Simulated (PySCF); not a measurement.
C$_{8}$H$_{13}$B

```xyz
22

B     0.6605   -0.8909   -1.6044
C     0.2448   -0.0246   -0.1368
C    -1.2018    0.3954   -0.0539
C    -2.1201   -0.7833    0.2681
C    -1.3478    1.4961    1.0013
C     1.2543    0.5676   -1.0221
C     2.5234    0.2904   -0.4313
C     2.3354   -0.4588    0.7114
C     0.9687   -0.6537    0.9002
H     1.3146   -1.8521   -1.4860
H    -0.1366   -0.8364   -2.4642
H    -1.4947    0.8092   -1.0245
H    -2.0043   -1.5678   -0.4763
H    -3.1595   -0.4617    0.2779
H    -1.8841   -1.1971    1.2456
H    -0.6847    2.3289    0.7776
H    -2.3715    1.8640    1.0277
H    -1.0922    1.1123    1.9867
H     1.0695    1.4076   -1.6700
H     3.4710    0.5635   -0.8614
H     3.1132   -0.8670    1.3312
H     0.5315   -1.2221    1.7025
```

Geometry: GFN2-xTB.

The calculation used PBE0/pcSseg-1, SCF density, gas phase, non-relativistic (PySCF 2.14.0).

### What can the converged electron density and electron localisation function tell about the bonding?

C–C (1.38 Å): the density is about 2.1 e/Å³ at the midpoint; the ELF peaks at about 0.95 between the atoms, as expected for localised, covalent bonding.
C–H (1.08 Å): ρ at the midpoint is about 2 e/Å³; the ELF climbs to about 1 towards the hydrogen, as it does in any bond to H: an ordinary covalent bond to hydrogen.
C–C (1.43 Å): ρ is about 1.9 e/Å³ halfway; the ELF peaks at about 0.95 between the atoms, as expected for localised, covalent bonding.
C–C (1.47 Å): the density is about 1.8 e/Å³ at the midpoint; the ELF peaks at about 0.90 between the atoms; localised, covalent bonding.

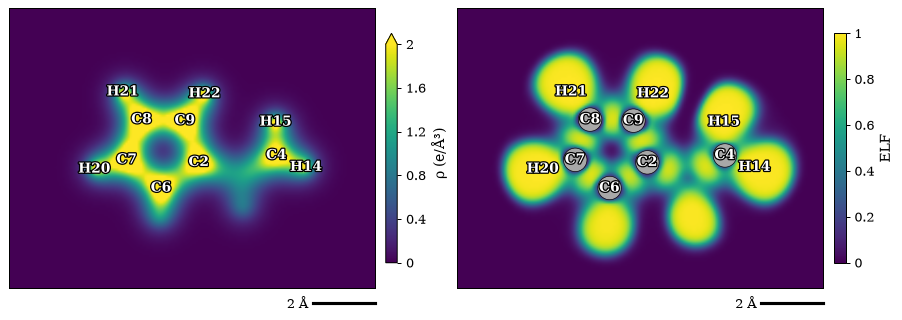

Computed electron density and electron localisation function on the plane of atoms C6, C7 and C8, in this order. Grey discs cover the atomic cores in the ELF map. 
